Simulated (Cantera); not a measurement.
Input: 1 mol Si, 0.0014 mol O2, 380 mol H2, 2.3 mol N2O, held at 2.40e-6 bar.

Equilibrium computed with Cantera from the NASA thermochemical tables; the gas is ideal and each condensed phase is pure. Candidate condensed phases: H2O, Si, SiO2, Si2N2O, Si3N4; 35 gas species. The tables hold silica as quartz up to 1696 K and as liquid above; real silica turns to tridymite and cristobalite and melts near 1996 K. Kinetics and transport are ignored.

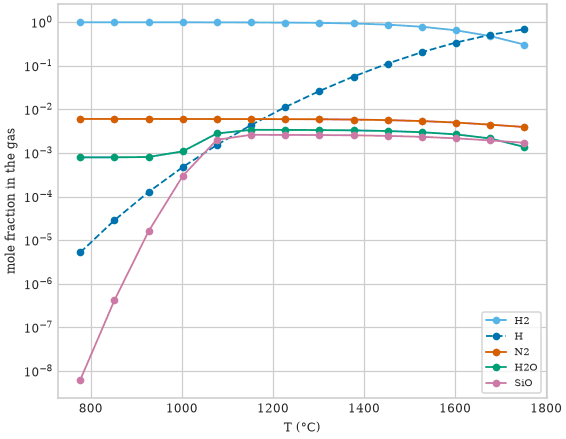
Figure: Equilibrium gas composition (values under 1e-9 drawn at 1e-9)

From 777 °C to 1077 °C the condensed part is SiO2(β-quartz). From 1152 °C to 1752 °C nothing is condensed.
